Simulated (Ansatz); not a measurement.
**Geometry relaxation of C₂H₆SZn**

The run: geometry relaxation of C₂H₆SZn, SMILES CS[CH2][ZnH]. Method and program: RKS PBE-D4/def2-SVP (Ansatz 0.2.0).

The geometry: force-field start. Figures and captions count atoms from 1; the log counts them from 0 in places.

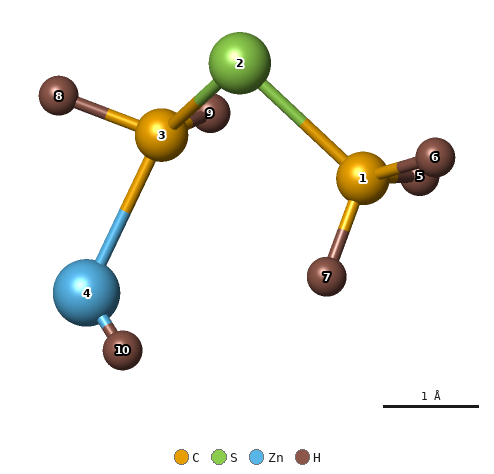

The structure as given in the input (ball-and-stick view, seen at a tilt; atoms are numbered from 1 in the order of the input). Sticks mark near contacts. Bond lengths as drawn: C–H 1.07 to 1.18 Å, C–S 1.78 to 1.80 Å, C–Zn 1.86 Å and H–Zn 0.79 Å.

## The input
```yaml
crystal:
  periodic: [false, false, false]
  atoms:
    - {symbol: C, position_ang: [-1.252900, 0.762600, -0.171400]}
    - {symbol: S, position_ang: [-0.474800, 0.398500, 1.382300]}
    - {symbol: C, position_ang: [0.664900, -0.747900, 0.586500]}
    - {symbol: Zn, position_ang: [2.004600, -0.513400, -0.677100]}
    - {symbol: H, position_ang: [-1.748600, -0.113600, -0.642600]}
    - {symbol: H, position_ang: [-2.106700, 1.560500, 0.012400]}
    - {symbol: H, position_ang: [-0.547500, 1.252500, -0.891700]}
    - {symbol: H, position_ang: [1.535500, -0.993200, 1.317300]}
    - {symbol: H, position_ang: [0.169400, -1.657600, 0.337800]}
    - {symbol: H, position_ang: [1.839200, 0.000500, -1.250700]}
basis:
  gaussian: {orbitals: def2-SVP}
hamiltonian: {xc: pbe, dispersion: d4}
relax: {f_tol: 0.03, max_steps: 200}
```

Machine: 4 threads of Arm Neoverse V2, 23 GiB of memory available, shared host.

Command:
```bash
ansatz run in.yaml --threads 4 --pin off --events-out ev --progress --plain --max-ram 10444MiB
```

## Log
```
Functional definition: PBE
  name "PBE"
  cite "Perdew, Burke & Ernzerhof, Phys. Rev. Lett. 77, 3865 (1996) doi:10.1103/PhysRevLett.77.3865"
  parent pbe
  parameter kappa = 0.804
  parameter beta = 0.06672455060314922
  exchange = pbe_x(kappa = kappa, mu = beta*pi^2/3)
  correlation = pbe_c(beta = beta)
1227 factors; their error is unknown
mean field evaluation 1: about -61367.2725 eV, gradient 8.5e1 eV
mean field evaluation 2: about -61317.4454 eV, gradient 1.5e2 eV
mean field evaluation 4: about -61381.5067 eV, gradient 1.4e1 eV
mean field evaluation 8: about -61381.9302 eV, gradient 2.3e-1 eV
mean field evaluation 16: about -61381.8653 eV, gradient 9.8e-4 eV
mean field -61381.86531763 eV, -2255.7419443002 hartree, gradient 7.1e-5 eV, S^2 0.000000; 0 other end points of the search recorded, 0 dependent functions left out
the calculation of the forces begins
reference -61381.86536061 eV, -2255.7419458797 hartree; 32, 32 occupied and 75, 75 virtual orbitals, 1227 factors
relax step   1: F+E_penalty+E_count = -61382.10710664 eV  Δ(F+E_penalty+E_count) = +0.000e0 eV  max|allowed force component| = 5.569e1 eV/Å  Δτ_max = 0.0000 Å  (28 SCF iters, accepted)
these checks for a lower state are left out or cut short: starts, cluster_reference, orbital_swaps, neighbouring_geometries, increment
1227 factors; their error is unknown
mean field -61394.01752923 eV, -2256.1885298396 hartree, gradient 1.6e-5 eV, S^2 0.000000; 0 other end points of the search recorded, 0 dependent functions left out
the calculation of the forces begins
reference -61394.01757377 eV, -2256.1885314762 hartree; 32, 32 occupied and 75, 75 virtual orbitals, 1227 factors
relax step   2: F+E_penalty+E_count = -61394.24842751 eV  Δ(F+E_penalty+E_count) = -1.214e1 eV  max|allowed force component| = 1.446e1 eV/Å  Δτ_max = 0.1983 Å  (35 SCF iters, accepted)
these checks for a lower state are left out or cut short: starts, cluster_reference, orbital_swaps, neighbouring_geometries, increment
1227 factors; their error is unknown
mean field evaluation 32: about -61396.5915 eV, gradient 4.0e-5 eV
mean field -61396.59152782 eV, -2256.2831225429 hartree, gradient 1.4e-5 eV, S^2 0.000000; 0 other end points of the search recorded, 0 dependent functions left out
the calculation of the forces begins
reference -61396.59157241 eV, -2256.2831241816 hartree; 32, 32 occupied and 75, 75 virtual orbitals, 1227 factors
relax step   3: F+E_penalty+E_count = -61396.81772519 eV  Δ(F+E_penalty+E_count) = -2.569e0 eV  max|allowed force component| = 7.028e0 eV/Å  Δτ_max = 0.1946 Å  (34 SCF iters, accepted)
these checks for a lower state are left out or cut short: starts, cluster_reference, orbital_swaps, neighbouring_geometries, increment
1227 factors; their error is unknown
mean field -61397.90935586 eV, -2256.3315518301 hartree, gradient 1.8e-5 eV, S^2 0.000000; 0 other end points of the search recorded, 0 dependent functions left out
the calculation of the forces begins
reference -61397.90940011 eV, -2256.3315534561 hartree; 32, 32 occupied and 75, 75 virtual orbitals, 1227 factors
relax step   4: F+E_penalty+E_count = -61398.13260619 eV  Δ(F+E_penalty+E_count) = -1.315e0 eV  max|allowed force component| = 2.804e0 eV/Å  Δτ_max = 0.1945 Å  (30 SCF iters, accepted)
these checks for a lower state are left out or cut short: starts, cluster_reference, orbital_swaps, neighbouring_geometries, increment
1227 factors; their error is unknown
mean field -61398.63640920 eV, -2256.3582705475 hartree, gradient 1.3e-5 eV, S^2 0.000000; 0 other end points of the search recorded, 0 dependent functions left out
the calculation of the forces begins
reference -61398.63645335 eV, -2256.3582721700 hartree; 32, 32 occupied and 75, 75 virtual orbitals, 1227 factors
relax step   5: F+E_penalty+E_count = -61398.85774140 eV  Δ(F+E_penalty+E_count) = -7.251e-1 eV  max|allowed force component| = 8.113e-1 eV/Å  Δτ_max = 0.1949 Å  (28 SCF iters, accepted)
these checks for a lower state are left out or cut short: starts, cluster_reference, orbital_swaps, neighbouring_geometries, increment
1227 factors; their error is unknown
mean field -61399.03240245 eV, -2256.3728230311 hartree, gradient 1.5e-5 eV, S^2 0.000000; 0 other end points of the search recorded, 0 dependent functions left out
the calculation of the forces begins
reference -61399.03244682 eV, -2256.3728246616 hartree; 32, 32 occupied and 75, 75 virtual orbitals, 1227 factors
relax step   6: F+E_penalty+E_count = -61399.25277113 eV  Δ(F+E_penalty+E_count) = -3.950e-1 eV  max|allowed force component| = 6.625e-1 eV/Å  Δτ_max = 0.1921 Å  (29 SCF iters, accepted)
these checks for a lower state are left out or cut short: starts, cluster_reference, orbital_swaps, neighbouring_geometries, increment
1227 factors; their error is unknown
mean field -61399.10403092 eV, -2256.3754553288 hartree, gradient 1.7e-5 eV, S^2 0.000000; 0 other end points of the search recorded, 0 dependent functions left out
the calculation of the forces begins
reference -61399.10407578 eV, -2256.3754569775 hartree; 32, 32 occupied and 75, 75 virtual orbitals, 1227 factors
relax step   7: F+E_penalty+E_count = -61399.32461503 eV  Δ(F+E_penalty+E_count) = -7.184e-2 eV  max|allowed force component| = 2.451e-1 eV/Å  Δτ_max = 0.2000 Å  (29 SCF iters, accepted)
these checks for a lower state are left out or cut short: starts, cluster_reference, orbital_swaps, neighbouring_geometries, increment
1227 factors; their error is unknown
mean field evaluation 64: about -61399.1373 eV, gradient 3.1e0 eV
mean field -61399.11399660 eV, -2256.3758215610 hartree, gradient 1.5e-5 eV, S^2 0.000000; 0 other end points of the search recorded, 0 dependent functions left out
the calculation of the forces begins
reference -61399.11404161 eV, -2256.3758232150 hartree; 32, 32 occupied and 75, 75 virtual orbitals, 1227 factors
relax step   8: F+E_penalty+E_count = -61399.33348952 eV  Δ(F+E_penalty+E_count) = -8.874e-3 eV  max|allowed force component| = 1.004e-1 eV/Å  Δτ_max = 0.1176 Å  (29 SCF iters, accepted)
these checks for a lower state are left out or cut short: starts, cluster_reference, orbital_swaps, neighbouring_geometries, increment
1227 factors; their error is unknown
mean field -61399.11632653 eV, -2256.3759071840 hartree, gradient 1.4e-5 eV, S^2 0.000000; 0 other end points of the search recorded, 0 dependent functions left out
the calculation of the forces begins
reference -61399.11637163 eV, -2256.3759088414 hartree; 32, 32 occupied and 75, 75 virtual orbitals, 1227 factors
relax step   9: F+E_penalty+E_count = -61399.33455688 eV  Δ(F+E_penalty+E_count) = -1.067e-3 eV  max|allowed force component| = 6.964e-2 eV/Å  Δτ_max = 0.0572 Å  (29 SCF iters, accepted)
these checks for a lower state are left out or cut short: starts, cluster_reference, orbital_swaps, neighbouring_geometries, increment
1227 factors; their error is unknown
mean field -61399.11695757 eV, -2256.3759303746 hartree, gradient 1.2e-5 eV, S^2 0.000000; 0 other end points of the search recorded, 0 dependent functions left out
the calculation of the forces begins
reference -61399.11700269 eV, -2256.3759320327 hartree; 32, 32 occupied and 75, 75 virtual orbitals, 1227 factors
relax step  10: F+E_penalty+E_count = -61399.33546091 eV  Δ(F+E_penalty+E_count) = -9.040e-4 eV  max|allowed force component| = 2.727e-2 eV/Å  Δτ_max = 0.0459 Å  (29 SCF iters, accepted)
1227 factors; their error is unknown
mean field evaluation 96: about -61399.1769 eV, gradient 6.2e-2 eV
```

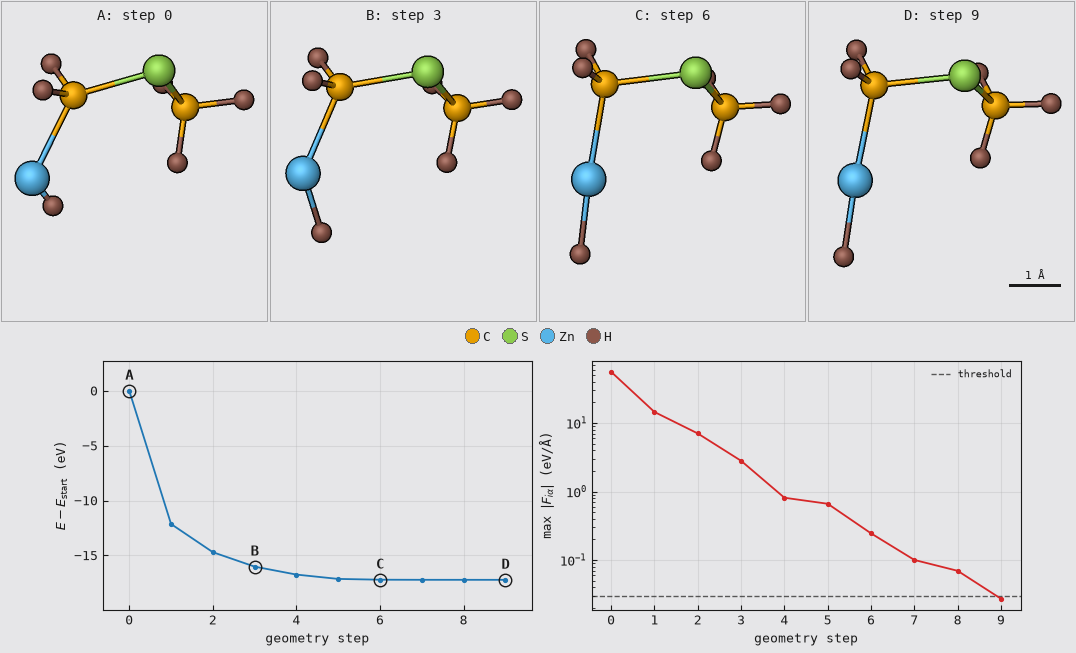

Frames of the relaxation (ball-and-stick view, seen at a tilt) above the curves, on which the letters mark them (the first geometry is step 0 here and step 1 in the log).

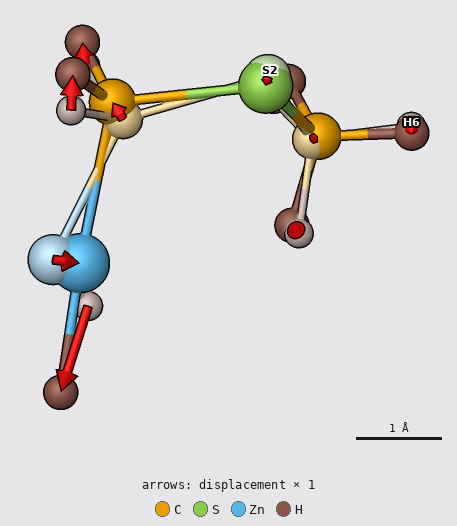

Start (faint) and end (solid) with the displacements as red arrows, at true length (ball-and-stick view, seen at a tilt). The two geometries are laid on each other by the best rigid fit. After 9 geometry steps the energy has fallen by 17.228 eV. The largest force component goes from 56 to 0.027 eV/Å. The atom that moves furthest after the best rigid fit is H10 (1.07 Å). Largest moves by element: H 1.07 Å, Zn 0.33 Å, C 0.24 Å, S 0.11 Å. Distances before and after: Zn4–H10 0.788 → 1.550 Å, C3–Zn4 1.856 → 1.959 Å, C1–H6 1.183 → 1.108 Å, C3–H8 1.163 → 1.112 Å. Among the angles that change: C3–Zn4–H10 115.2° → 176.4°, Zn4–C3–H8 85.1° → 109.5°, S2–C3–Zn4 132.6° → 108.4°. (Atoms are counted from 1 in the order of the input.)

```
mean field -61399.11695757 eV, -2256.3759303746 hartree, gradient 1.2e-5 eV, S^2 0.000000; 1 other end points of the search recorded, 0 dependent functions left out
the calculation of the forces begins
reference -61399.11700269 eV, -2256.3759320327 hartree; 32, 32 occupied and 75, 75 virtual orbitals, 1227 factors
Total energy: -61399.33550603 eV, -2256.3839618822 hartree
Atom 0 at    -1.347212     0.774058    -0.160014 Å, force    -0.001686     0.011838     0.027275 eV/Å
Atom 1 at    -0.367861     0.452216     1.338450 Å, force     0.007857    -0.005973    -0.026848 eV/Å
Atom 2 at     0.681799    -0.925208     0.736389 Å, force     0.011729     0.003096     0.011186 eV/Å
Atom 3 at     1.772781    -0.265552    -0.750905 Å, force    -0.007278    -0.003779     0.006159 eV/Å
Atom 4 at    -1.966856    -0.103232    -0.438806 Å, force    -0.003020    -0.001868    -0.004403 eV/Å
Atom 5 at    -2.020227     1.624900     0.063418 Å, force    -0.004114    -0.005314    -0.004369 eV/Å
Atom 6 at    -0.708517     1.055092    -1.026781 Å, force     0.006684    -0.006497    -0.004557 eV/Å
Atom 7 at     1.340456    -1.181140     1.594678 Å, force    -0.001603    -0.000479    -0.005933 eV/Å
Atom 8 at     0.063032    -1.826247     0.531690 Å, force    -0.007115     0.005945    -0.002770 eV/Å
Atom 9 at     2.635706     0.344012    -1.885319 Å, force    -0.001454     0.003031     0.004259 eV/Å
Dipole moment:    -0.028419    -0.171103    -0.190570 e Å
```

## Trajectory as extended XYZ (Å, eV, eV/Å), 10 frames, from step=1 to step=10
```
10
Properties=species:S:1:pos:R:3:forces:R:3 step=1 energy=-61382.10711
C    -1.2529    0.7626   -0.1714   -2.0179   2.3742  -0.5359
S    -0.4748    0.3985    1.3823    0.5065  -0.2228   0.1037
C     0.6649   -0.7479    0.5865    0.6519  -0.1977   3.2257
Zn    2.0046   -0.5134   -0.6771   14.9014 -46.7206  52.7173
H    -1.7486   -0.1136   -0.6426    0.1428  -0.0506   0.0293
H    -2.1067    1.5605    0.0124    1.2352  -1.2618  -0.2294
H    -0.5475    1.2525   -0.8917   -0.1863  -0.3209   0.1675
H     1.5355   -0.9932    1.3173   -0.9557  -0.2193   0.1957
H     0.1694   -1.6576    0.3378   -0.8615  -1.7376   0.0185
H     1.8392    0.0005   -1.2507  -13.4165  48.3572 -55.6925
10
Properties=species:S:1:pos:R:3:forces:R:3 step=2 energy=-61394.24843
C    -1.2713    0.7850   -0.1746   -1.1605   1.3909  -0.5232
S    -0.4754    0.4034    1.3804    0.4989  -0.1500  -0.0275
C     0.6609   -0.7701    0.6362    0.4506  -0.9019   2.4947
Zn    2.0380   -0.5814   -0.5975    2.0531  -9.0734  11.2780
H    -1.7460   -0.1096   -0.6410    0.1166   0.0729   0.0769
H    -2.0994    1.5516    0.0099    0.6499  -0.6676  -0.1188
H    -0.5518    1.2491   -0.8911   -0.1898  -0.1871   0.0998
H     1.5224   -1.0067    1.3439   -0.9482  -0.4117   0.8605
H     0.1554   -1.6856    0.3502   -0.4985  -1.0958   0.3187
H     1.8503    0.1132   -1.4135   -0.9722  11.0237 -14.4592
10
Properties=species:S:1:pos:R:3:forces:R:3 step=3 energy=-61396.81773
C    -1.2870    0.8067   -0.1804   -0.3374   0.3544  -0.4011
S    -0.4670    0.4045    1.3730    0.3166   0.0219   0.0091
C     0.6601   -0.8088    0.6959    0.4909  -1.1000   1.5407
Zn    2.0154   -0.5595   -0.5846   -0.4900  -2.6849   4.4168
H    -1.7444   -0.1023   -0.6373    0.0537   0.1330   0.0603
H    -2.0967    1.5459    0.0112    0.1138  -0.1055   0.0162
H    -0.5609    1.2496   -0.8938   -0.1307  -0.0224  -0.0317
H     1.4889   -1.0411    1.4132   -0.8318  -0.4282   0.9940
H     0.1435   -1.7269    0.3827   -0.2397  -0.5875   0.4237
H     1.9312    0.1808   -1.5771    1.0544   4.4191  -7.0279
10
Properties=species:S:1:pos:R:3:forces:R:3 step=4 energy=-61398.13261
C    -1.2917    0.8136   -0.1874    0.0870  -0.0920  -0.1694
S    -0.4553    0.4061    1.3713    0.0661   0.1406   0.0826
C     0.6585   -0.8508    0.7576    0.2094  -0.7687   0.5631
Zn    1.9554   -0.5232   -0.5718   -0.8410   0.0823   0.6837
H    -1.7443   -0.0990   -0.6357    0.0049   0.0970   0.0218
H    -2.0938    1.5430    0.0157   -0.0794   0.0981   0.0758
H    -0.5668    1.2514   -0.8989   -0.0685   0.0544  -0.1337
H     1.4573   -1.0719    1.4795   -0.4534  -0.5092   1.1867
H     0.1339   -1.7564    0.4078   -0.1700  -0.4458   0.4937
H     2.0299    0.2360   -1.7352    1.2449   1.3433  -2.8043
10
Properties=species:S:1:pos:R:3:forces:R:3 step=5 energy=-61398.85774
C    -1.2834    0.8111   -0.1930    0.0339  -0.0292   0.0355
S    -0.4447    0.4037    1.3741   -0.0818   0.1749   0.0544
C     0.6637   -0.8898    0.7991    0.3664  -0.5580   0.2116
Zn    1.8760   -0.4548   -0.6011   -0.5924   0.8113  -0.6649
H    -1.7449   -0.0958   -0.6371   -0.0078   0.0245  -0.0070
H    -2.0875    1.5427    0.0229    0.0579  -0.0101   0.0410
H    -0.5709    1.2553   -0.9141   -0.0318   0.0426  -0.1077
H     1.4131   -1.1195    1.5760   -0.4227  -0.3275   0.6941
H     0.1210   -1.7948    0.4619   -0.1086  -0.2759   0.4343
H     2.1407    0.2908   -1.8860    0.7870   0.1474  -0.6913
10
Properties=species:S:1:pos:R:3:forces:R:3 step=6 energy=-61399.25277
C    -1.2692    0.8042   -0.1957   -0.0315   0.0047   0.0768
S    -0.4336    0.3936    1.3739   -0.0899   0.1504   0.0224
C     0.6825   -0.9293    0.8172    0.1989  -0.4556   0.1534
Zn    1.7622   -0.3530   -0.6868   -0.1542   0.5485  -0.6625
H    -1.7474   -0.0927   -0.6408   -0.0052  -0.0054  -0.0078
H    -2.0665    1.5425    0.0330    0.0922  -0.0493   0.0089
H    -0.5730    1.2559   -0.9333   -0.0082   0.0064  -0.0331
H     1.3481   -1.1701    1.6785   -0.2085   0.0027  -0.0075
H     0.1045   -1.8508    0.5669    0.0473   0.0376   0.1541
H     2.2755    0.3486   -2.0100    0.1590  -0.2401   0.2953
10
Properties=species:S:1:pos:R:3:forces:R:3 step=7 energy=-61399.32461
C    -1.2966    0.7783   -0.1796   -0.0502   0.0314   0.1138
S    -0.4126    0.4121    1.3690    0.0805  -0.0614  -0.0887
C     0.6914   -0.9394    0.7818   -0.1260   0.1719  -0.0734
Zn    1.7056   -0.2525   -0.7521   -0.0775  -0.1181   0.2451
H    -1.8737   -0.1000   -0.5337   -0.0289  -0.0014  -0.0203
H    -2.0016    1.6043    0.0395   -0.0289  -0.0226  -0.0235
H    -0.6183    1.1185   -0.9922    0.0516  -0.0016  -0.0250
H     1.3339   -1.1786    1.6531    0.0964  -0.0262  -0.0141
H     0.0925   -1.8470    0.5562   -0.0343  -0.0642   0.0431
H     2.4625    0.3532   -1.9392    0.1174   0.0923  -0.1572
10
Properties=species:S:1:pos:R:3:forces:R:3 step=8 energy=-61399.33349
C    -1.3275    0.7764   -0.1638    0.0593   0.0114  -0.0113
S    -0.3878    0.4334    1.3569   -0.0286   0.0100  -0.0185
C     0.6777   -0.9311    0.7555   -0.0580   0.0045  -0.1004
Zn    1.7333   -0.2533   -0.7534    0.0122  -0.0597   0.0134
H    -1.9222   -0.1022   -0.4869   -0.0177  -0.0249   0.0108
H    -2.0205    1.6126    0.0481   -0.0189   0.0166   0.0310
H    -0.6630    1.0860   -1.0022   -0.0073  -0.0067  -0.0020
H     1.3501   -1.1753    1.6031    0.0355  -0.0093   0.0531
H     0.0666   -1.8411    0.5571    0.0403   0.0439   0.0017
H     2.5763    0.3434   -1.9115   -0.0167   0.0142   0.0223
10
Properties=species:S:1:pos:R:3:forces:R:3 step=9 energy=-61399.33456
C    -1.3455    0.7814   -0.1630   -0.0696  -0.0057   0.0186
S    -0.3719    0.4474    1.3355    0.0180   0.0142   0.0159
C     0.6859   -0.9274    0.7421   -0.0039   0.0061   0.0041
Zn    1.7745   -0.2782   -0.7485    0.0010   0.0171  -0.0230
H    -1.9436   -0.1041   -0.4652    0.0040   0.0187   0.0027
H    -2.0422    1.6102    0.0772    0.0263  -0.0389  -0.0044
H    -0.7150    1.1002   -1.0213    0.0438  -0.0043  -0.0169
H     1.3442   -1.1749    1.6037   -0.0194  -0.0023  -0.0170
H     0.0710   -1.8311    0.5377   -0.0036  -0.0041   0.0115
H     2.6257    0.3254   -1.8953    0.0035  -0.0008   0.0087
10
Properties=species:S:1:pos:R:3:forces:R:3 step=10 energy=-61399.33546
C    -1.3472    0.7741   -0.1600   -0.0017   0.0118   0.0273
S    -0.3679    0.4522    1.3384    0.0079  -0.0060  -0.0268
C     0.6818   -0.9252    0.7364    0.0117   0.0031   0.0112
Zn    1.7728   -0.2656   -0.7509   -0.0073  -0.0038   0.0062
H    -1.9669   -0.1032   -0.4388   -0.0030  -0.0019  -0.0044
H    -2.0202    1.6249    0.0634   -0.0041  -0.0053  -0.0044
H    -0.7085    1.0551   -1.0268    0.0067  -0.0065  -0.0046
H     1.3405   -1.1811    1.5947   -0.0016  -0.0005  -0.0059
H     0.0630   -1.8262    0.5317   -0.0071   0.0059  -0.0028
H     2.6357    0.3440   -1.8853   -0.0015   0.0030   0.0043
```

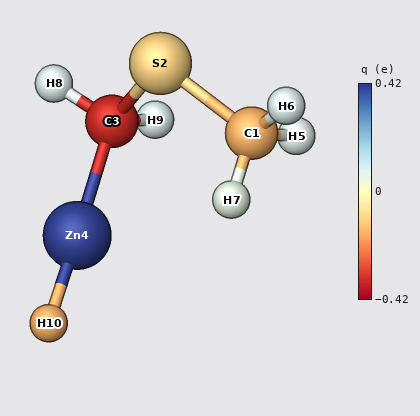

Mulliken charges, as the colour of each atom (ball-and-stick view, seen at a tilt; atoms are numbered from 1 in the order of the input). By element: C −0.34 to −0.15, S −0.10, Zn +0.40 and H −0.16 to +0.07 e.

## Key numbers

- outcome: converged
- total energy: −61399.3355 eV
- mean-field energy: −61399.1170 eV
- dispersion energy: −0.2185 eV
- SCF solution under orbital rotations: stable
- largest force (length of the vector) at the end: 0.030 eV/Å
- dipole moment: 1.24 D
- wall time: 12 s (CPU time 42 s)
- peak memory: 0.16 GiB
